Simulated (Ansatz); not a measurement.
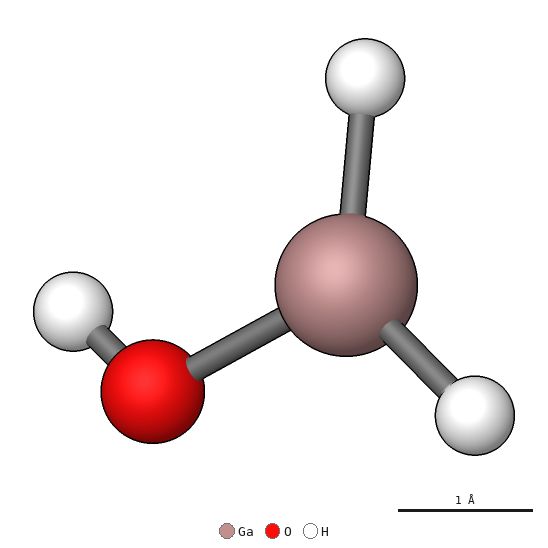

The picture shows a molecular structure as a ball-and-stick model. Every bond is drawn as one stick, whatever its order.

The computed structure is the end point of a PBE0-D4/def2-TZVP optimisation.

Describe the molecule.

Formula GaH3O. The point group is Cs. All atoms lie on one plane. Coordination: 1 Ga trigonal planar; 1 O bent.

More results for the same structure follow; atom numbers are the same in all pictures, views and colours differ.

Shape

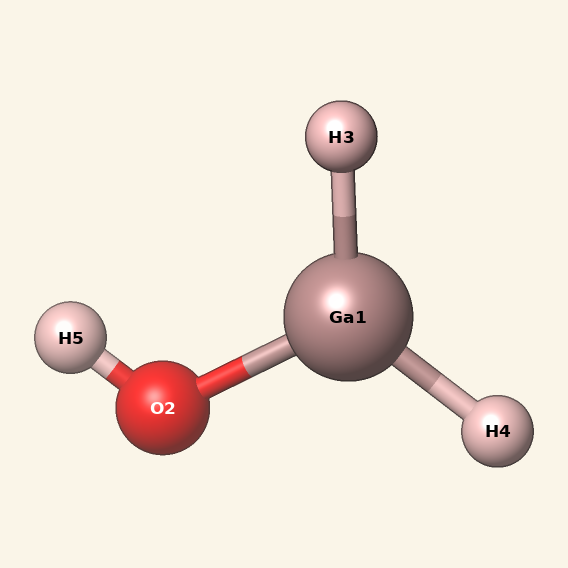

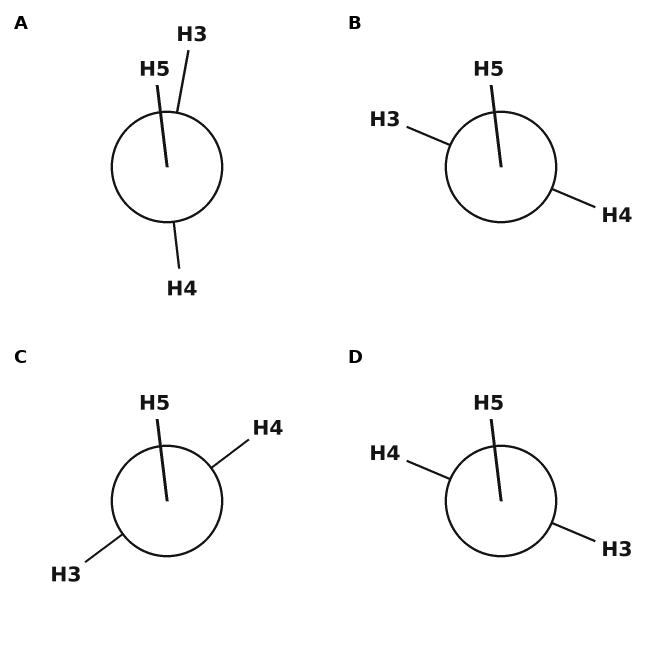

Depth is shown by fading: the farther an atom, the more it takes the colour of the background. Bonds that would overlap in a projection are set slightly apart.

> Which Newman projection shows the view along O2–Ga1, with O2 in front?

A. The torsion angle H5–O2–Ga1–H3 is 0°, synperiplanar (eclipsed).

Dipole moment

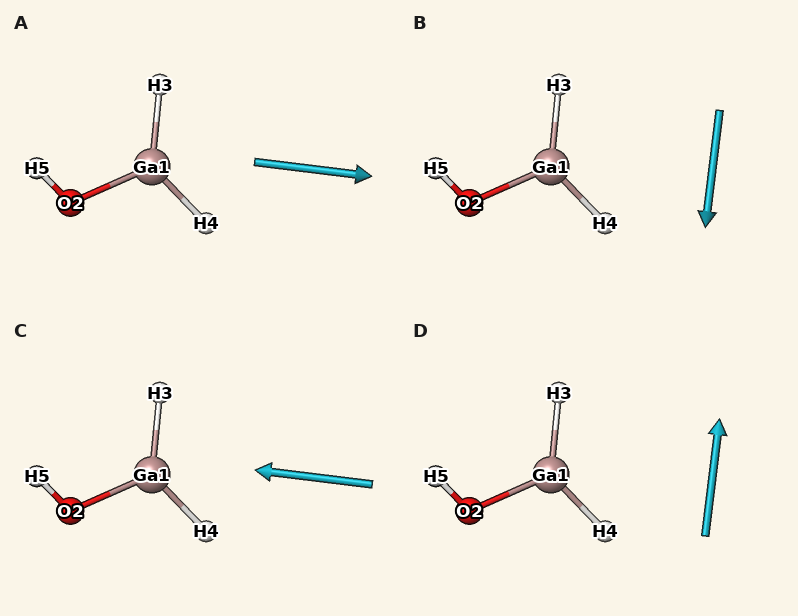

The same molecule four times, each with an arrow. Level of theory: RKS PBE0-D4/def2-TZVP (Ansatz 0.2.0).

> Which arrow points along the dipole moment, from the negative to the positive end?

D. The dipole moment is 1.49 D; it points from the side of O2, H4 to the side of H3 (the outermost atoms at the two ends).

Electronic properties

Level of theory: RKS PBE0-D4/def2-TZVPP (Ansatz 0.2.0).

What does the calculation give?

- HOMO energy (Kohn–Sham orbital): −8.54 eV
- LUMO energy (Kohn–Sham orbital): −1.19 eV
- HOMO–LUMO gap: 7.35 eV

Charges

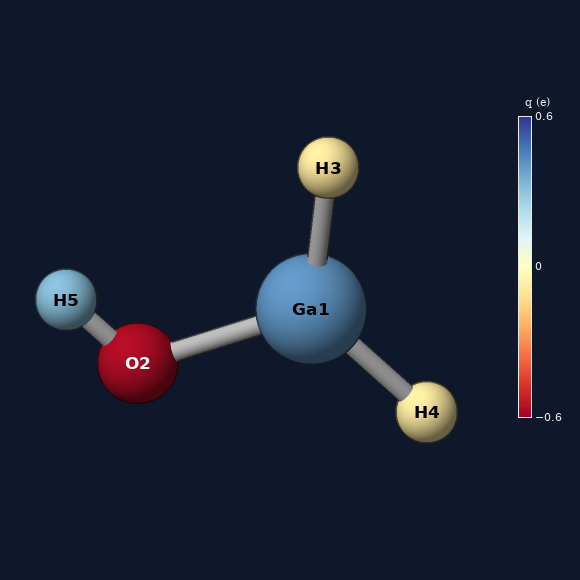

Atoms are coloured by their Mulliken charges. Properties computed with RKS PBE0-D4/def2-TZVP (Ansatz 0.2.0).

List the Mulliken charges.

```tsv
atom	value (e)
Ga1	0.41
O2	−0.56
H3	−0.08
H4	−0.07
H5	0.31
```

Thermal motion

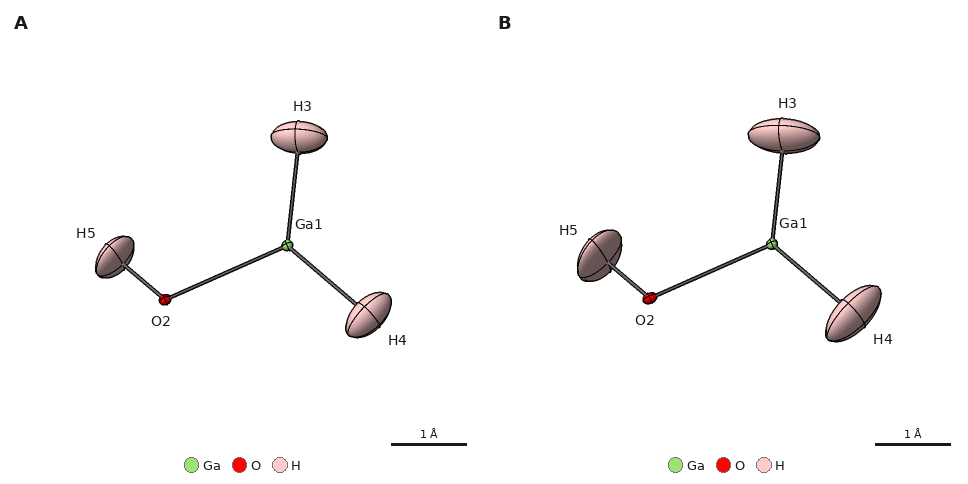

Displacement ellipsoids at the 50 % level, scaled by 1.5, from the internal vibrations of the free molecule (harmonic, no overall translation or rotation; no half-axis is drawn under 0.075 Å). Vibrations computed with RKS PBE0-D4/def2-TZVP (Ansatz 0.2.0). One panel is for 200 K, the other for 600 K.

> Which panel is for 600 K?

B.

> How much does the mean-square displacement of H5 grow, and why?

U_eq goes from 0.0180 to 0.0288 Å², a factor of 1.6. The lowest modes (from 470 cm⁻¹) begin to be excited.

Mulliken values depend strongly on the basis set and can even reverse the polarity of a bond.
